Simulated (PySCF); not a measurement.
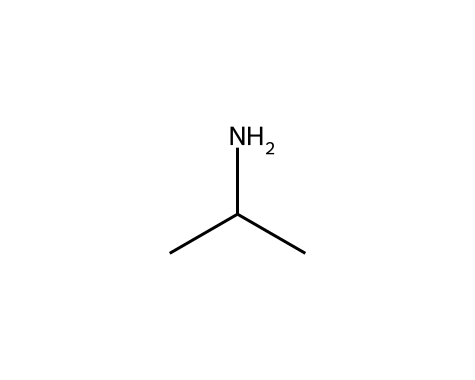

A structural formula.

> Give its SMILES.

CC(C)N

> Give the formula, hydrogens included.

C3H9N.

> An optimisation with PBE0-D3(BJ)/def2-TZVP gave a structure of which point group?

Cs.

More results for the same structure follow; atom numbers are the same in all pictures, views and colours differ. The geometry was computed by an optimisation with PBE0-D3(BJ)/def2-TZVP. No frequency run is at hand to confirm it as a minimum.

Shape

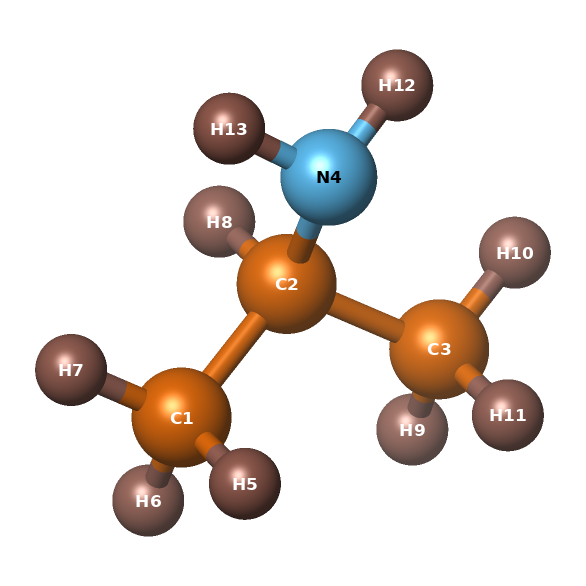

No frequency run is at hand to confirm it as a minimum.

Which atoms are bonded, and how long are the bonds?

| bond | length (Å) | order |
| --- | --- | --- |
| C1–C2 | 1.517 | single |
| C1–H5 | 1.093 | single |
| C1–H6 | 1.092 | single |
| C1–H7 | 1.094 | single |
| C2–C3 | 1.517 | single |
| C2–N4 | 1.458 | single |
| C2–H8 | 1.104 | single |
| C3–H9 | 1.092 | single |
| C3–H10 | 1.094 | single |
| C3–H11 | 1.093 | single |
| N4–H12 | 1.013 | single |
| N4–H13 | 1.013 | single |

Electronic properties

No frequency run is at hand to confirm it as a minimum. Level of theory: PBE0/aug-cc-pVTZ, gas phase (PySCF 2.14.0). Excitations: vertical, linear response.

> Give the brightest of the 10 lowest singlets at this level.

6.51 eV.

> Estimate the mean static polarisability.

50.6 bohr³.

> Estimate the HOMO–LUMO gap.

6.72 eV.

> Estimate the lowest vertical singlet excitation.

5.58 eV.

NMR shielding

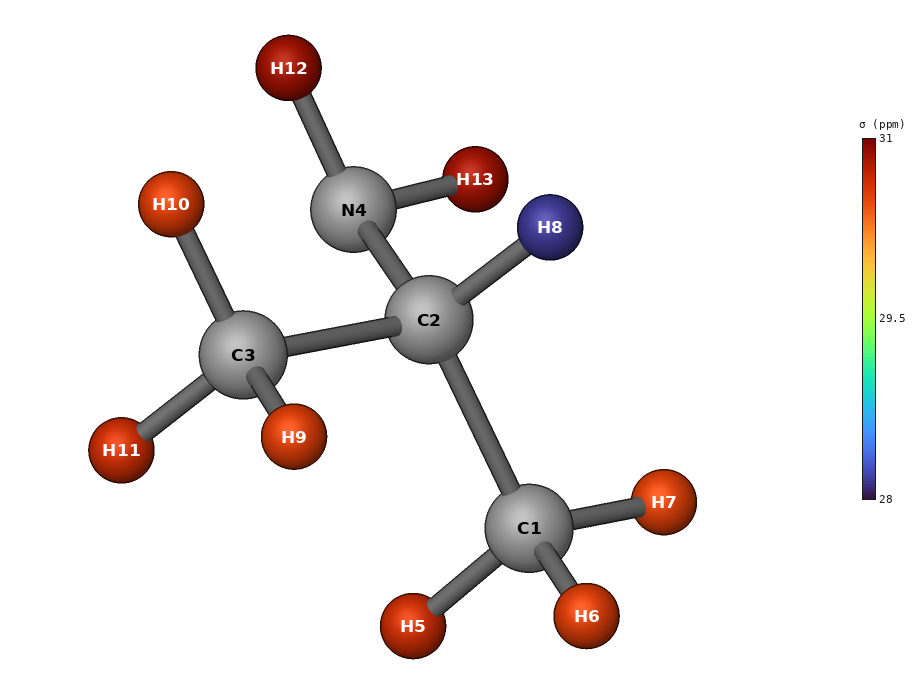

Atoms are coloured by their isotropic NMR shieldings (H only, the others grey). No frequency run is at hand to confirm it as a minimum. Method: GIAO PBE0/pcSseg-2 NMR shielding, non-relativistic, gas phase (PySCF 2.14.0).

List the isotropic NMR shieldings of the H atoms.

| atom | σ (ppm) |
| --- | --- |
| H5 | 30.63 |
| H6 | 30.54 |
| H7 | 30.53 |
| H8 | 28.17 |
| H9 | 30.54 |
| H10 | 30.54 |
| H11 | 30.63 |
| H12 | 30.85 |
| H13 | 30.84 |

Quadrupole coupling

No frequency run is at hand to confirm it as a minimum. Electric field gradients from the ground-state density, PBE0/pcSseg-2 (PySCF 2.14.0), non-relativistic apart from any core potentials.

Give the largest field-gradient component, the quadrupole coupling constant and the asymmetry for 14N at N4 (Q = 20.44 mb), 2H at H5 (Q = 2.86 mb), 2H at H6 (Q = 2.86 mb), 2H at H7 (Q = 2.86 mb), 2H at H8 (Q = 2.86 mb).

```
atom  V_zz (a.u.)  e²qQ/h (MHz)     η
  N4       −1.044         −5.01  0.12
  H5        0.284         0.191  0.02
  H6        0.286         0.193  0.02
  H7        0.285         0.191  0.03
  H8        0.262         0.176  0.03
```
